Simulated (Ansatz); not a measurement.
**CH₄BFOSi: geometry relaxation**

- system: CH₄BFOSi, SMILES FC1([SiH3])BO1
- method: RKS PBE-D4/def2-SVP (Ansatz 0.2.0)

The geometry: force-field start. Figures and captions count atoms from 1; the log counts them from 0 in places.

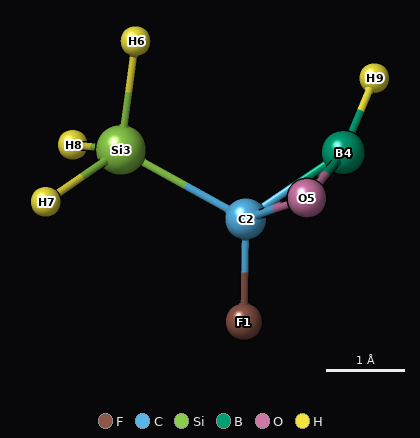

**Figure 1.** The structure as given in the input (ball-and-stick view, seen at a tilt; atoms are numbered from 1 in the order of the input).

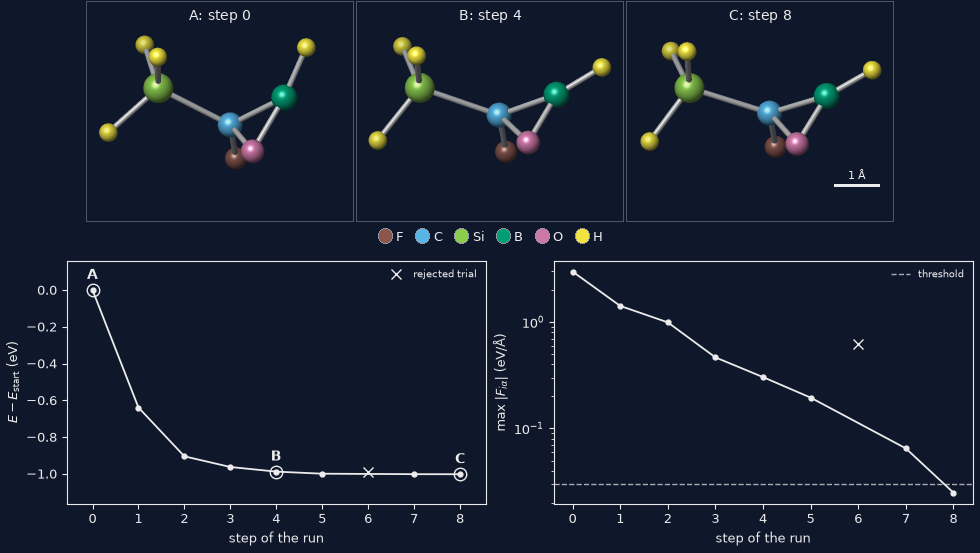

**Figure 2.** Frames of the relaxation (ball-and-stick view, seen at a tilt) above the curves, on which the letters mark them (the first geometry is step 0 here and step 1 in the log).

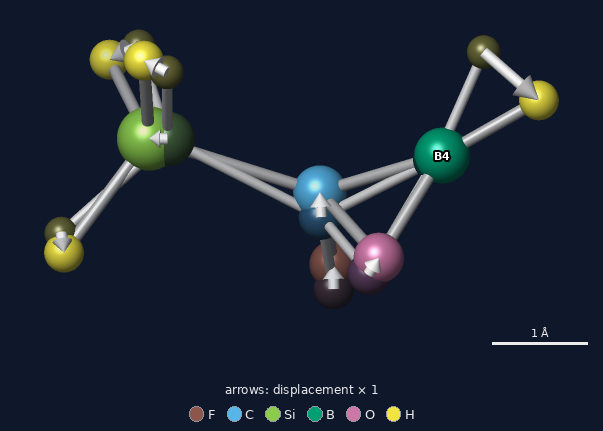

**Figure 3.** Start (faint) and end (solid) with the displacements as white arrows, at true length (ball-and-stick view, seen at a tilt). The two geometries are laid on each other by the best rigid fit. The atom that moves furthest after the best rigid fit is H9 (0.78 Å). Largest moves by element: H 0.78 Å, C 0.26 Å, F 0.26 Å, O 0.21 Å, Si 0.20 Å, B 0.08 Å. Among the contacts that change: C2–O5 1.364 → 1.510 Å, B4–O5 1.464 → 1.345 Å, C2–Si3 1.836 → 1.904 Å, Si3–H8 1.448 → 1.501 Å. Among the angles that change: C2–B4–H9 139.1° → 159.8°, O5–B4–H9 152.5° → 137.2°, Si3–C2–B4 116.8° → 130.7°. Over 8 geometry steps the energy falls by 1.002 eV. Largest force component: 3 eV/Å at the start, 0.025 eV/Å at the end. The line search rejected the trial step at point 6 (counted from 0) and went back. (Atoms are counted from 1 in the order of the input.)

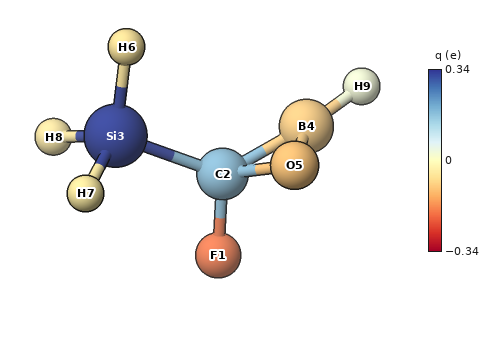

**Figure 4.** Mulliken charges, as the colour of each atom (ball-and-stick view, seen at a tilt; atoms are numbered from 1 in the order of the input). By element: F −0.19, C +0.18, Si +0.32, B −0.09, O −0.11 and H −0.05 to +0.03 e.

The input and output of the run follow.

### Input
```yaml
crystal:
  periodic: [false, false, false]
  atoms:
    - {symbol: F, position_ang: [-1.093900, -0.633600, -1.627600]}
    - {symbol: C, position_ang: [-0.541300, 0.066100, -0.586700]}
    - {symbol: Si, position_ang: [1.002300, -0.602900, 0.148200]}
    - {symbol: B, position_ang: [-1.384900, 0.985000, 0.298100]}
    - {symbol: O, position_ang: [-0.502900, 1.414400, -0.788300]}
    - {symbol: H, position_ang: [1.526800, 0.328800, 1.199900]}
    - {symbol: H, position_ang: [2.080400, -0.740700, -0.885300]}
    - {symbol: H, position_ang: [0.803500, -1.903400, 0.752700]}
    - {symbol: H, position_ang: [-1.801400, 1.039900, 1.471900]}
basis:
  gaussian: {orbitals: def2-SVP}
hamiltonian: {xc: pbe, dispersion: d4}
relax: {f_tol: 0.03, max_steps: 200}
```

Launch command:
```bash
ansatz run in.yaml --threads 2 --pin off --events-out ev --progress --plain --max-ram 4352MiB
```

### Log
```
Functional definition: PBE
  name "PBE"
  cite "Perdew, Burke & Ernzerhof, Phys. Rev. Lett. 77, 3865 (1996) doi:10.1103/PhysRevLett.77.3865"
  parent pbe
  parameter kappa = 0.804
  parameter beta = 0.06672455060314922
  exchange = pbe_x(kappa = kappa, mu = beta*pi^2/3)
  correlation = pbe_c(beta = beta)
1031 factors; their error is unknown
mean field evaluation 1: about -14395.3563 eV, gradient 4.2e1 eV
mean field evaluation 2: about -14372.3930 eV, gradient 1.1e2 eV
mean field evaluation 4: about -14399.2388 eV, gradient 7.5e0 eV
mean field evaluation 8: about -14399.3560 eV, gradient 2.4e-1 eV
mean field evaluation 16: about -14399.2880 eV, gradient 2.0e-4 eV
mean field -14399.28795515 eV, -529.1640721638 hartree, gradient 9.0e-6 eV, S^2 0.000000; 0 other end points of the search recorded, 0 dependent functions left out
the calculation of the forces begins
reference -14399.28798885 eV, -529.1640734023 hartree; 23, 23 occupied and 71, 71 virtual orbitals, 1031 factors
relax step   1: F+E_penalty+E_count = -14399.46549622 eV  Δ(F+E_penalty+E_count) = +0.000e0 eV  max|allowed force component| = 2.986e0 eV/Å  Δτ_max = 0.0000 Å  (28 SCF iters, accepted)
these checks for a lower state are left out or cut short: starts, cluster_reference, orbital_swaps, neighbouring_geometries, increment
1031 factors; their error is unknown
mean field -14399.92947979 eV, -529.1876477595 hartree, gradient 9.3e-6 eV, S^2 0.000000; 0 other end points of the search recorded, 0 dependent functions left out
the calculation of the forces begins
reference -14399.92951376 eV, -529.1876490078 hartree; 23, 23 occupied and 71, 71 virtual orbitals, 1031 factors
relax step   2: F+E_penalty+E_count = -14400.10488882 eV  Δ(F+E_penalty+E_count) = -6.394e-1 eV  max|allowed force component| = 1.420e0 eV/Å  Δτ_max = 0.1970 Å  (29 SCF iters, accepted)
these checks for a lower state are left out or cut short: starts, cluster_reference, orbital_swaps, neighbouring_geometries, increment
1031 factors; their error is unknown
mean field evaluation 32: about -14400.1965 eV, gradient 7.6e-6 eV
mean field -14400.19646387 eV, -529.1974592435 hartree, gradient 7.6e-6 eV, S^2 0.000000; 0 other end points of the search recorded, 0 dependent functions left out
the calculation of the forces begins
reference -14400.19649801 eV, -529.1974604979 hartree; 23, 23 occupied and 71, 71 virtual orbitals, 1031 factors
relax step   3: F+E_penalty+E_count = -14400.37025290 eV  Δ(F+E_penalty+E_count) = -2.654e-1 eV  max|allowed force component| = 9.942e-1 eV/Å  Δτ_max = 0.1948 Å  (30 SCF iters, accepted)
these checks for a lower state are left out or cut short: starts, cluster_reference, orbital_swaps, neighbouring_geometries, increment
1031 factors; their error is unknown
mean field -14400.25547229 eV, -529.1996277628 hartree, gradient 1.1e-5 eV, S^2 0.000000; 0 other end points of the search recorded, 0 dependent functions left out
the calculation of the forces begins
reference -14400.25550706 eV, -529.1996290407 hartree; 23, 23 occupied and 71, 71 virtual orbitals, 1031 factors
relax step   4: F+E_penalty+E_count = -14400.42836892 eV  Δ(F+E_penalty+E_count) = -5.812e-2 eV  max|allowed force component| = 4.659e-1 eV/Å  Δτ_max = 0.2000 Å  (35 SCF iters, accepted)
these checks for a lower state are left out or cut short: starts, cluster_reference, orbital_swaps, neighbouring_geometries, increment
1031 factors; their error is unknown
mean field -14400.28149959 eV, -529.2005842485 hartree, gradient 1.6e-5 eV, S^2 0.000000; 0 other end points of the search recorded, 0 dependent functions left out
the calculation of the forces begins
reference -14400.28153439 eV, -529.2005855275 hartree; 23, 23 occupied and 71, 71 virtual orbitals, 1031 factors
relax step   5: F+E_penalty+E_count = -14400.45353107 eV  Δ(F+E_penalty+E_count) = -2.516e-2 eV  max|allowed force component| = 3.041e-1 eV/Å  Δτ_max = 0.1561 Å  (28 SCF iters, accepted)
these checks for a lower state are left out or cut short: starts, cluster_reference, orbital_swaps, neighbouring_geometries, increment
1031 factors; their error is unknown
mean field -14400.29256576 eV, -529.2009909227 hartree, gradient 2.4e-5 eV, S^2 0.000000; 0 other end points of the search recorded, 0 dependent functions left out
the calculation of the forces begins
reference -14400.29260033 eV, -529.2009921934 hartree; 23, 23 occupied and 71, 71 virtual orbitals, 1031 factors
relax step   6: F+E_penalty+E_count = -14400.46482290 eV  Δ(F+E_penalty+E_count) = -1.129e-2 eV  max|allowed force component| = 1.950e-1 eV/Å  Δτ_max = 0.1460 Å  (29 SCF iters, accepted)
these checks for a lower state are left out or cut short: starts, cluster_reference, orbital_swaps, neighbouring_geometries, increment
1031 factors; their error is unknown
mean field -14400.28441265 eV, -529.2006913015 hartree, gradient 1.0e-5 eV, S^2 0.000000; 0 other end points of the search recorded, 0 dependent functions left out
the calculation of the forces begins
reference -14400.28444725 eV, -529.2006925729 hartree; 23, 23 occupied and 71, 71 virtual orbitals, 1031 factors
relax step   7: F+E_penalty+E_count = -14400.45658340 eV  Δ(F+E_penalty+E_count) = +8.240e-3 eV  max|allowed force component| = 6.281e-1 eV/Å  Δτ_max = 0.0396 Å  (30 SCF iters, rejected (line search))
these checks for a lower state are left out or cut short: starts, cluster_reference, orbital_swaps, neighbouring_geometries, increment
1031 factors; their error is unknown
mean field evaluation 64: about -14400.3669 eV, gradient 6.7e-3 eV
mean field -14400.29508823 eV, -529.2010836219 hartree, gradient 1.0e-5 eV, S^2 0.000000; 0 other end points of the search recorded, 0 dependent functions left out
the calculation of the forces begins
reference -14400.29512282 eV, -529.2010848929 hartree; 23, 23 occupied and 71, 71 virtual orbitals, 1031 factors
relax step   8: F+E_penalty+E_count = -14400.46741693 eV  Δ(F+E_penalty+E_count) = -2.594e-3 eV  max|allowed force component| = 6.500e-2 eV/Å  Δτ_max = 0.0198 Å  (30 SCF iters, accepted)
these checks for a lower state are left out or cut short: starts, cluster_reference, orbital_swaps, neighbouring_geometries, increment
1031 factors; their error is unknown
mean field -14400.29550608 eV, -529.2010989775 hartree, gradient 1.1e-5 eV, S^2 0.000000; 0 other end points of the search recorded, 0 dependent functions left out
the calculation of the forces begins
reference -14400.29554069 eV, -529.2011002494 hartree; 23, 23 occupied and 71, 71 virtual orbitals, 1031 factors
relax step   9: F+E_penalty+E_count = -14400.46774423 eV  Δ(F+E_penalty+E_count) = -3.273e-4 eV  max|allowed force component| = 2.493e-2 eV/Å  Δτ_max = 0.0067 Å  (32 SCF iters, accepted)
1031 factors; their error is unknown
mean field -14400.29550608 eV, -529.2010989775 hartree, gradient 1.1e-5 eV, S^2 0.000000; 1 other end points of the search recorded, 0 dependent functions left out
the calculation of the forces begins
reference -14400.29554069 eV, -529.2011002494 hartree; 23, 23 occupied and 71, 71 virtual orbitals, 1031 factors
Total energy: -14400.46777885 eV, -529.2074298849 hartree
Atom 0 at    -1.104923    -0.723664    -1.378321 Å, force     0.005338    -0.007058    -0.024932 eV/Å
Atom 1 at    -0.541418    -0.020606    -0.337052 Å, force    -0.006066    -0.008546     0.023824 eV/Å
Atom 2 at     1.176838    -0.694588     0.130450 Å, force    -0.001436     0.000881    -0.004394 eV/Å
Atom 3 at    -1.422930     1.029452     0.346865 Å, force     0.008839     0.004534     0.023950 eV/Å
Atom 4 at    -0.579203     1.464950    -0.605347 Å, force    -0.003336     0.009326    -0.020675 eV/Å
Atom 5 at     1.706579     0.126863     1.270118 Å, force    -0.002254     0.002394     0.001384 eV/Å
Atom 6 at     2.095409    -0.603071    -1.054386 Å, force     0.003130     0.000164    -0.001048 eV/Å
Atom 7 at     1.026633    -2.127328     0.550618 Å, force    -0.001075    -0.003949     0.001898 eV/Å
Atom 8 at    -2.268386     1.501591     1.059954 Å, force    -0.003140     0.002254    -0.000006 eV/Å
Dipole moment:     0.049310    -0.023420     0.276265 e Å
```

### Trajectory as extended XYZ (Å, eV, eV/Å), 9 frames, from step=1 to step=9
```
9
Properties=species:S:1:pos:R:3:forces:R:3 step=1 energy=-14399.46550
F    -1.0939   -0.6336   -1.6276   -0.2842  -0.3497  -0.4085
C    -0.5413    0.0661   -0.5867   -0.7223  -2.2454   0.5610
Si    1.0023   -0.6029    0.1482    1.6568  -0.1689  -0.2198
B    -1.3849    0.9850    0.2981    2.0338  -0.2066  -0.7973
O    -0.5029    1.4144   -0.7883   -2.1200   2.9859   1.6760
H     1.5268    0.3288    1.1999   -0.1859   0.1448   0.0635
H     2.0804   -0.7407   -0.8853    0.1234   0.0023  -0.1150
H     0.8035   -1.9034    0.7527   -0.2704  -0.9489   0.4308
H    -1.8014    1.0399    1.4719   -0.2313   0.7866  -1.1907
9
Properties=species:S:1:pos:R:3:forces:R:3 step=2 energy=-14400.10489
F    -1.0986   -0.6399   -1.6035   -0.0830  -0.0190  -0.0837
C    -0.5193    0.0558   -0.5636   -0.2798  -1.3914   0.2482
Si    1.0788   -0.6452    0.1121    0.7228   0.0290  -0.0408
B    -1.3621    0.9484    0.3429    1.0530   0.3607  -0.5940
O    -0.5810    1.4614   -0.7242   -1.4126   1.0744   1.4197
H     1.5135    0.3184    1.1864   -0.0103  -0.0337  -0.0354
H     2.1595   -0.7610   -0.9265    0.0410  -0.0316  -0.0082
H     0.8249   -1.9653    0.7426   -0.0900  -0.2909   0.0525
H    -1.9272    1.1810    1.4167    0.0589   0.3023  -0.9584
9
Properties=species:S:1:pos:R:3:forces:R:3 step=3 energy=-14400.37025
F    -1.1041   -0.6391   -1.5763    0.0866   0.1647   0.2571
C    -0.5189    0.0235   -0.5143    0.0687  -0.7829  -0.1049
Si    1.1453   -0.6597    0.0926   -0.0643  -0.0155   0.0444
B    -1.3524    0.9397    0.3720   -0.7410  -0.3583   0.9635
O    -0.6667    1.4814   -0.6216    0.5687   0.9942  -0.8550
H     1.5622    0.2948    1.1783    0.0630  -0.0388  -0.0234
H     2.2137   -0.7844   -0.9512    0.0319   0.0032  -0.0690
H     0.8416   -1.9994    0.7030    0.0710  -0.0106  -0.0537
H    -2.0322    1.2968    1.3004   -0.0847   0.0440  -0.1589
9
Properties=species:S:1:pos:R:3:forces:R:3 step=4 energy=-14400.42837
F    -1.1103   -0.6191   -1.5087    0.0867  -0.0195  -0.0973
C    -0.5259    0.0051   -0.4314   -0.0333  -0.1802  -0.0177
Si    1.1694   -0.6796    0.0893   -0.0756  -0.0811   0.2476
B    -1.4162    0.9601    0.3661    0.4659  -0.0260  -0.0350
O    -0.5887    1.4928   -0.5534   -0.1554   0.1870  -0.1345
H     1.6386    0.2628    1.1635    0.0653  -0.0589  -0.0221
H     2.1893   -0.7830   -1.0091   -0.0884   0.0507  -0.0664
H     0.9163   -2.0373    0.6843    0.0784  -0.0027  -0.0432
H    -2.1839    1.3519    1.1823   -0.3436   0.1306   0.1686
9
Properties=species:S:1:pos:R:3:forces:R:3 step=5 energy=-14400.45353
F    -1.0804   -0.6260   -1.4747    0.1066  -0.1198   0.0144
C    -0.5274   -0.0017   -0.3819   -0.2218   0.2150   0.1363
Si    1.1692   -0.6960    0.1357    0.2093  -0.0804  -0.1987
B    -1.4341    0.9905    0.3634    0.1843   0.2043  -0.2149
O    -0.5804    1.5011   -0.5559   -0.1684  -0.2365   0.3041
H     1.7443    0.1964    1.2049   -0.0886  -0.0518  -0.0536
H     2.0849   -0.7300   -1.0670   -0.0727   0.0224   0.1310
H     1.0078   -2.0997    0.6625   -0.0526   0.1199  -0.0296
H    -2.2954    1.4189    1.0960    0.1039  -0.0731  -0.0891
9
Properties=species:S:1:pos:R:3:forces:R:3 step=6 energy=-14400.46482
F    -1.0893   -0.7276   -1.3703   -0.0955  -0.1117  -0.0865
C    -0.5470   -0.0235   -0.3231    0.1950   0.0086  -0.0313
Si    1.1785   -0.6936    0.1375   -0.0307   0.0632  -0.0094
B    -1.4295    1.0354    0.3389   -0.0639   0.0877   0.1071
O    -0.5772    1.4599   -0.6123   -0.0617   0.0389   0.0875
H     1.7208    0.1240    1.2782   -0.0232  -0.0426  -0.0350
H     2.0830   -0.5992   -1.0585    0.0008   0.0194   0.0111
H     1.0255   -2.1299    0.5340    0.0101  -0.0442   0.0512
H    -2.2762    1.5081    1.0583    0.0690  -0.0192  -0.0947
9
Properties=species:S:1:pos:R:3:forces:R:3 step=7 energy=-14400.45658 accepted=F
F    -1.1116   -0.7300   -1.3700    0.2590   0.2578   0.1573
C    -0.5170   -0.0051   -0.3412   -0.6281  -0.0949  -0.0157
Si    1.1762   -0.6976    0.1316    0.1914  -0.0148  -0.0414
B    -1.4221    1.0274    0.3468    0.1574  -0.0348  -0.0215
O    -0.5747    1.4780   -0.5981   -0.0199  -0.1049  -0.0985
H     1.7126    0.1232    1.2668    0.0107   0.0144   0.0198
H     2.0843   -0.6029   -1.0610    0.0454  -0.0352   0.0162
H     1.0223   -2.1289    0.5582   -0.0221   0.0199  -0.0199
H    -2.2816    1.4896    1.0497    0.0063  -0.0074   0.0037
9
Properties=species:S:1:pos:R:3:forces:R:3 step=8 energy=-14400.46742
F    -1.1043   -0.7228   -1.3778   -0.0254  -0.0475  -0.0195
C    -0.5426   -0.0225   -0.3350    0.0650  -0.0057  -0.0239
Si    1.1772   -0.6953    0.1307   -0.0243   0.0242   0.0101
B    -1.4175    1.0306    0.3488   -0.0286   0.0253  -0.0266
O    -0.5793    1.4627   -0.6107   -0.0042   0.0055   0.0520
H     1.7016    0.1264    1.2738    0.0044  -0.0059  -0.0141
H     2.0914   -0.5982   -1.0565    0.0159  -0.0043   0.0025
H     1.0274   -2.1278    0.5507    0.0046  -0.0117  -0.0015
H    -2.2653    1.5005    1.0590   -0.0074   0.0201   0.0211
9
Properties=species:S:1:pos:R:3:forces:R:3 step=9 energy=-14400.46774
F    -1.1049   -0.7237   -1.3783    0.0053  -0.0071  -0.0249
C    -0.5414   -0.0206   -0.3371   -0.0061  -0.0085   0.0238
Si    1.1768   -0.6946    0.1305   -0.0014   0.0009  -0.0044
B    -1.4229    1.0295    0.3469    0.0088   0.0045   0.0239
O    -0.5792    1.4649   -0.6053   -0.0033   0.0093  -0.0207
H     1.7066    0.1269    1.2701   -0.0023   0.0024   0.0014
H     2.0954   -0.6031   -1.0544    0.0031   0.0002  -0.0010
H     1.0266   -2.1273    0.5506   -0.0011  -0.0039   0.0019
H    -2.2684    1.5016    1.0600   -0.0031   0.0023   0.0000
```

### Results in brief

| quantity | value |
| --- | --- |
| outcome | converged |
| total energy | −14400.4678 eV |
| mean-field energy | −14400.2955 eV |
| dispersion energy | −0.1722 eV |
| SCF solution under orbital rotations | stable |
| largest force (length of the vector) at the end | 0.026 eV/Å |
| dipole moment | 1.35 D |
| hardware | 2 threads of Arm Neoverse V2, 23 GiB of memory available, shared host |
| wall time | 18 s (CPU time 34 s) |
| peak memory | 0.17 GiB |
